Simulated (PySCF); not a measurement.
```xyz
2

Tl    0.0000    0.0000   -0.4672
Cl    0.0000    0.0000    2.7388
```

Core potentials replace the inner electrons of Tl.

Theory: PBE0/def2-SVP, non-relativistic Hamiltonian with scalar-relativistic core potentials where named, at a bond length of 3.206 Å (PySCF).

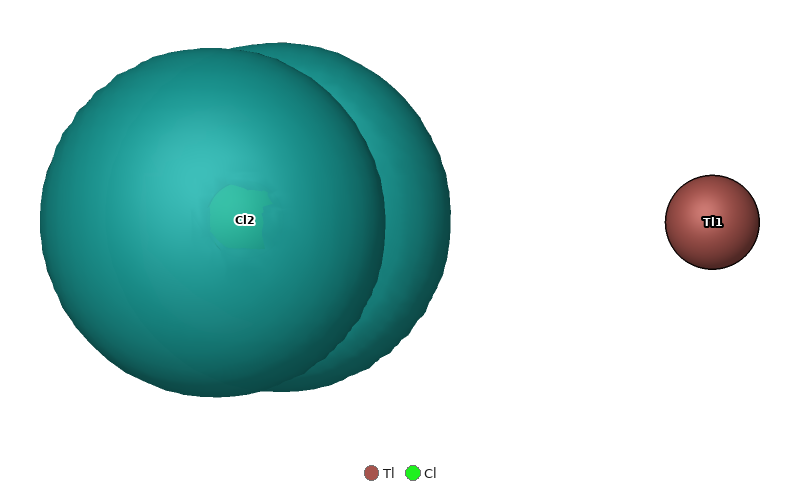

TlCl (charge +1, doublet). Isosurfaces of the spin density (α minus β) at +0.015 (teal) and −0.015 e/Å³ (pink), seen from one side.

Which atoms carry the spin?

The unpaired spin (1 electron) lies mostly on Cl2 (about 1.0), in electrons by Hirshfeld's partition.
